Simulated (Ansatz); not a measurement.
Sn$_{2}$Ge$_{3}$

Input

```
crystal:
  lattice:
    - [8.0550634793, 0.0, 0.0]
    - [-4.0275317396, 6.9758896022, 0.0]
    - [0.0, 0.0, 6.112236093]
  atoms:
    - { symbol: Sn, position: [0.3333333333, 0.6666666667, 0.246225524] }
    - { symbol: Sn, position: [0.6666666667, 0.3333333333, 0.246225524] }
    - { symbol: Sn, position: [0.6666666667, 0.3333333333, 0.753774476] }
    - { symbol: Sn, position: [0.3333333333, 0.6666666667, 0.753774476] }
    - { symbol: Ge, position: [0.3311079375, 0.0, 0.5] }
    - { symbol: Ge, position: [0.0, 0.3311079375, 0.5] }
    - { symbol: Ge, position: [0.6688920625, 0.6688920625, 0.5] }
    - { symbol: Ge, position: [0.6688920625, 0.0, 0.5] }
    - { symbol: Ge, position: [0.0, 0.6688920625, 0.5] }
    - { symbol: Ge, position: [0.3311079375, 0.3311079375, 0.5] }
basis:
  ecutwfc: 420
kpoints:
  mp_grid: { grid: [6, 6, 6] }
hamiltonian:
  xc: pbe
scf:
  occupations: { method: gaussian, width: 0.1 }
output:
  forces: true
  stress: true
  eigenvalues: true
  write_density: true
  write_potential: true
  elf: true
  volumetric_format: npy
relax:
  adjacent_minimum: "off"
  f_tol: 0.01
  max_steps: 80
  cell: { stress_tol: 0.05 }
```

Launched as:

```sh
ansatz run input.yaml --threads 1 --pin off --max-ram 2560MiB --backend cpu --events-out ev --progress --plain --runs-dir out
```

Below, planes, directions and counts refer to the conventional cell (a = 8.02 Å, b = 8.02 Å, c = 6.28 Å, α = 90.00°, β = 90.00°, γ = 120.00°).

The fields are those of the run's last geometry, not of the input's.

Space group P6/mmm; a structure generated by program, which may or may not match a known phase.

The calculation used Ansatz, DFT PBE, scalar-relativistic, plane waves, PAW.

What will maps of the valence pseudo-density and electron localisation function show?

Answer. Sn–Sn (3.08 Å): ρ is about 0.24 e/Å³ halfway; the ELF reaches about 0.55 near the midpoint.
Sn–Ge (3.13 Å): the density is about 0.18 e/Å³ at the midpoint; the ELF is about 0.35 at the midpoint.
Sn–Sn (3.20 Å): the density is about 0.16 e/Å³ at the midpoint; the ELF is about 0.30 at the midpoint.

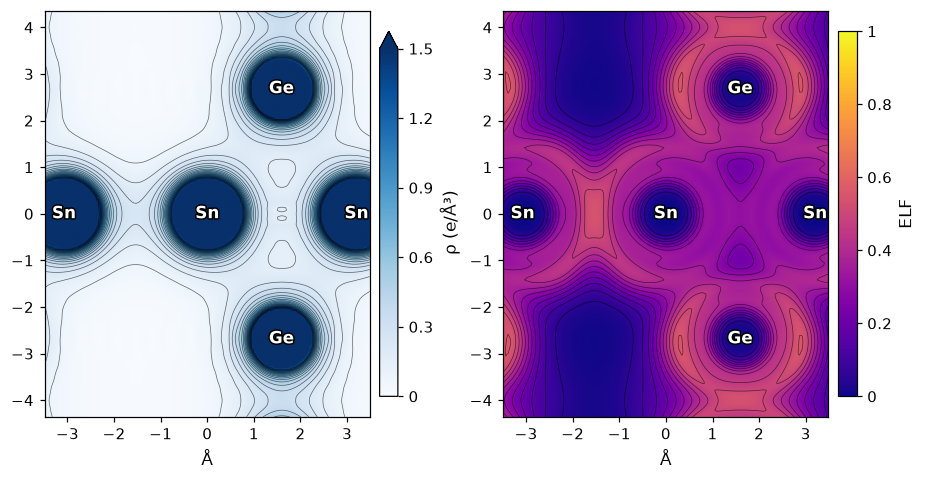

Computed valence pseudo-density and electron localisation function on the (11̄0) plane of the conventional cell, in this order. 

The density is the valence pseudo-density of a PAW calculation; it isn't the true density close to the nuclei.
